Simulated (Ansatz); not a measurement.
Formation energy of the localised charge states of Ga interstitial in alpha quartz (start: void with 6O2Si nearest; 72-site cell, 2×2×2 Γ-centred sampling) against the Fermi level, O-rich (Δμ(Ga) = -4.56 eV, bounded by beta Ga2O3; only phases computed here count, gases as isolated molecules at 0 K). Level of theory: PBE, PAW (plane waves to 420 eV; Ansatz, an electronic-structure program).

Charges from +3 to 0 were run; one beyond them could lie lower near a band edge.

Cell and caveats: 72-site cell; 2×2×2 Γ-centred k-points; host gap 5.68 eV; charged states image-corrected; corrections pass 1 eV, so highly charged states may be off by several tenths; flagged in the runs: a host whose relaxation on this sampling wasn't shown to rest, a strain field that reaches the edge of the cell.

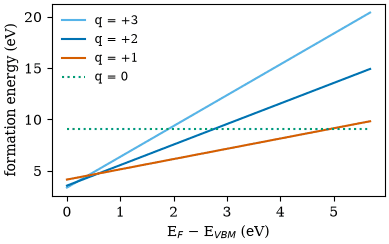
Figure: Formation energy of each charge state against the Fermi level

Crossings of the lowest lines: (+3/+2) at 0.19 eV; (+2/+1) at 0.59 eV; (+1/0) at 4.91 eV. At the valence-band maximum: q = +3: 3.37 eV; q = +2: 3.56 eV; q = +1: 4.14 eV; q = 0: 9.05 eV.
